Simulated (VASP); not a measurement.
Band structure of Ba (bcc). Calculation: r2SCAN+rVV10, VASP's PBE PAW potentials (set 64) (plane waves; VASP).

Unless said otherwise, spin-orbit coupling is left out, though it shifts the bands of the heavy elements here.

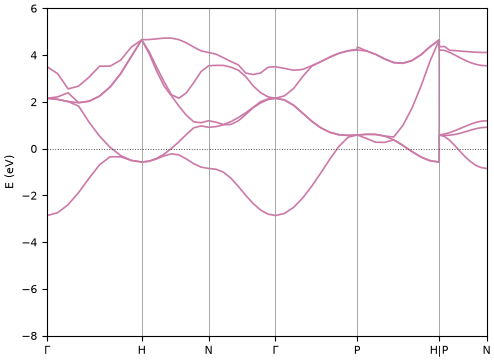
Fig. 1. Bands along high-symmetry lines, zero at the valence-band maximum or, without a gap, the Fermi level

**Question.** Read the plot: is there a gap, and where are the band edges?

**Answer.** It has no gap at this level: it comes out as a metal or semimetal.

The compound is Ba in the bcc structure. It was relaxed first.
